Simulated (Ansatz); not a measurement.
# AlH7N2O (built from SMILES [H][H].[NH2][Al]([NH2])[OH]): search for a transition state

Is there a first-order saddle for this four-centre ligand exchange, which should form Al1–H6, O2–H5 and break Al1–O2, H5–H6, and which two structures does it connect?

Computed with Ansatz 0.2.0, Gaussian basis. Level: PBE0-D4, def2-SVP first, then def2-TZVP.

152 further runs of the same task are left out: 152 set aside as unsound or not needed. Runs told in other sessions of the task aren't counted.

## 1. The starting structure

The guess: 11 atoms, charge 0, spin multiplicity 1.

Atoms are counted from 1 here; the program's logs count them from 0.

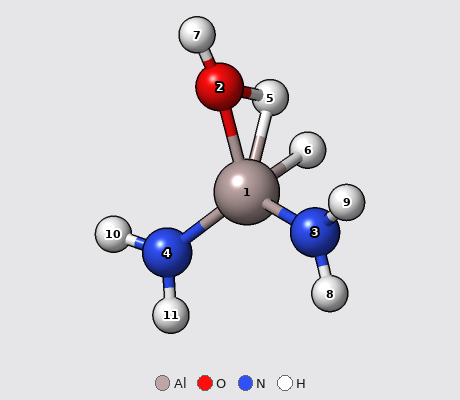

As it starts; aluminium light grey, oxygen red, nitrogen blue, hydrogen white; atoms are numbered from 1 in the order of the file.

Coordinates:

| atom | x (Å) | y (Å) | z (Å) |
| --- | --- | --- | --- |
| Al1 | -0.0543 | -0.0429 | -0.0210 |
| O2 | 0.2392 | 1.6606 | -0.3266 |
| N3 | 1.0124 | -1.1322 | -0.9495 |
| N4 | -0.6172 | -0.3911 | 1.6368 |
| H5 | -0.7902 | 1.2386 | -0.8540 |
| H6 | -1.4351 | 0.2640 | -0.9787 |
| H7 | 0.5797 | 2.5523 | -0.3721 |
| H8 | 1.0426 | -2.1277 | -0.7869 |
| H9 | 1.6494 | -0.9295 | -1.7069 |
| H10 | -0.9147 | 0.2391 | 2.3678 |
| H11 | -0.7118 | -1.3313 | 1.9911 |

Distances that are to change: Al1–H6 1.71 Å, O2–H5 1.23 Å, Al1–O2 1.76 Å, H5–H6 1.18 Å.

## 2. Constrained relaxation of the guess

File hold/in.yaml:

```yaml
crystal:
  periodic: [false, false, false]
  atoms:
    - {symbol: Al, position_ang: [-0.054300, -0.042900, -0.021000]}
    - {symbol: O, position_ang: [0.239200, 1.660600, -0.326600]}
    - {symbol: N, position_ang: [1.012400, -1.132200, -0.949500]}
    - {symbol: N, position_ang: [-0.617200, -0.391100, 1.636800]}
    - {symbol: H, position_ang: [-0.790200, 1.238600, -0.854000]}
    - {symbol: H, position_ang: [-1.435100, 0.264000, -0.978700]}
    - {symbol: H, position_ang: [0.579700, 2.552300, -0.372100]}
    - {symbol: H, position_ang: [1.042600, -2.127700, -0.786900]}
    - {symbol: H, position_ang: [1.649400, -0.929500, -1.706900]}
    - {symbol: H, position_ang: [-0.914700, 0.239100, 2.367800]}
    - {symbol: H, position_ang: [-0.711800, -1.331300, 1.991100]}
basis:
  gaussian: {orbitals: def2-SVP}
hamiltonian: {xc: pbe0, dispersion: d4}
relax: {f_tol: 0.04, max_steps: 150, escape_saddle: false, constraints: [{distance: [0, 5]}, {distance: [1, 4]}, {distance: [0, 1]}, {distance: [4, 5]}]}
```

Run with:

```sh
$ ansatz run in.yaml --threads 4 --pin off --events-out ev --progress --plain --max-ram 9574MiB
```

After this run come: Force constants to start from; Saddle search in the small basis; Saddle search in triple zeta; Vibrations at the point found; Relaxing after a step of 0.30 Å one way along the mode; Relaxing after a step of 0.30 Å the other way along the mode.

What does the calculation give? Wanted: imaginary mode; barrier from the start side; barrier from the end side; energy of the step; pairs that change; zero-point energy at the saddle.

The runs gave:

| quantity | value |
| --- | --- |
| imaginary mode | 1149i cm⁻¹ |
| barrier from the start side | 1.042 eV |
| barrier from the end side | 0.607 eV |
| energy of the step | +0.436 eV |
| pairs that change | Al1–H6 formed, O2–H5 formed, Al1–O2 loosened, H5–H6 broken |
| zero-point energy at the saddle | 2.156 eV |

One imaginary mode, 1149i cm⁻¹, makes this a first-order saddle. The two relaxations end on the structures that were planned. A bond meant to break is only loosened at the end: the products stay bound as an adduct. At PBE0-D4/def2-TZVP the electronic barrier is 1.042 eV, about 41 kT at 298 K, and the step runs 0.436 eV uphill. The barrier is thin enough for tunnelling; the leading (Wigner) term alone is a factor of 2.3 at 298 K. A step off the saddle overshot and began above it in energy, so the link to its end is likely but not proven. Lower complexes than these ends may exist.
